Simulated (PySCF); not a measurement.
## Frequency calculation, with input and output: C₂H₅FO

- system: C₂H₅FO (methoxymethyl fluoride), SMILES COCF
- method: PBE0/pcSseg-1 displacements along normal modes, gas phase (PySCF 2.14.0)

The input sets isotopic masses.

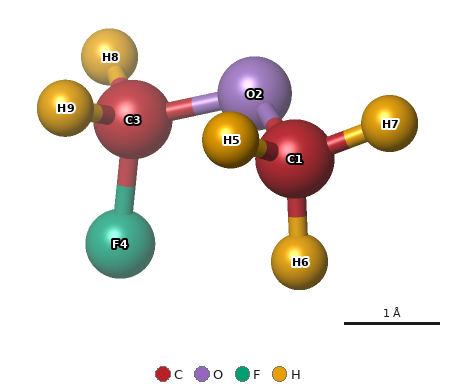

Fig. 1: The input geometry (ball-and-stick view, seen at a tilt; atoms are numbered from 1 in the order of the input).

Key numbers

| quantity | value |
| --- | --- |
| outcome | converged |
| wavenumbers, lowest and highest | 121 and 3170 cm⁻¹ |
| hardware | 1 CPU thread, shared host |
| wall time | 6.3 min |
| peak memory | 0.51 GiB |

Input
```
{"job": {"xc": "PBE0", "basis": "pcSseg-1", "grid": 2, "temperatures": [298.15, 500], "kind": "vib", "mass_numbers": [12, 16, 12, 19, 2, 1, 1, 1, 1]}, "charge": 0, "multiplicity": 1}
C      1.159674    -0.198797    -0.090758
O      0.162990     0.804118    -0.069970
C     -1.101173     0.327815     0.114626
F     -1.526716    -0.412040    -0.974744
H      1.128079    -0.803771     0.828305
H      1.043755    -0.856443    -0.960190
H      2.121818     0.313889    -0.149593
H     -1.764233     1.191822     0.214559
H     -1.169949    -0.342619     0.987046
```

The first line tells a small driver script what to run in PySCF; the rest is the geometry in Å.

Launched with:
```bash
OMP_NUM_THREADS=1 python <driver script> task.json out
```

What the program printed
```
mode    cm-1    km/mol   phi_rrr   E(+)/cm-1  E(-)/cm-1
  1    120.55     1.92     -43.2      48.09      51.65
  2    180.30    11.27      67.3      38.07      32.13
  3    373.18     7.98     -88.3      64.20      71.16
  4    577.94     6.49     -50.7     102.43     105.81
  5    942.82    14.06     128.1     174.30     165.60
  6   1003.08    18.12     176.9     187.26     174.33
  7   1039.39   203.53    -411.0     173.32     202.53
  8   1114.97     9.54      -8.4     200.50     201.50
  9   1194.69    21.41      13.2     216.08     214.40
 10   1241.35   186.55      90.5     226.80     220.58
 11   1304.17    30.27      31.3     236.32     233.75
 12   1337.67    14.31       8.0     241.35     240.63
 13   1369.61     1.91      25.0     248.01     246.00
 14   1444.36    18.12     -14.4     259.43     261.39
 15   1485.33    12.09     -80.1     264.62     270.48
 16   1515.25     3.36     112.7     277.18     268.77
 17   2231.48    26.67    1227.4     448.87     360.59
 18   3015.69    74.07    1788.7     611.94     483.77
 19   3087.47    26.63   -1616.3     501.97     617.74
 20   3143.88    32.45    1749.1     633.71     508.20
 21   3169.98    11.54    1444.2     626.78     522.89
```

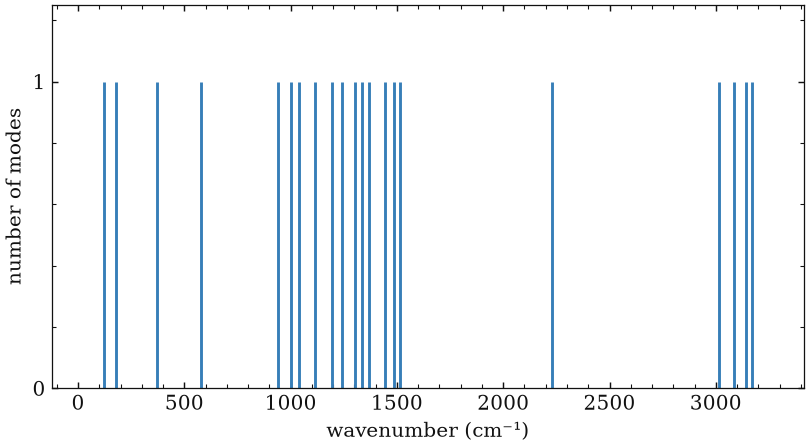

Fig. 2: Harmonic vibrational wavenumbers from the force constants; neighbouring modes closer than 14 cm⁻¹ are counted in one stick. 21 modes from 121 to 3170 cm⁻¹, none imaginary.
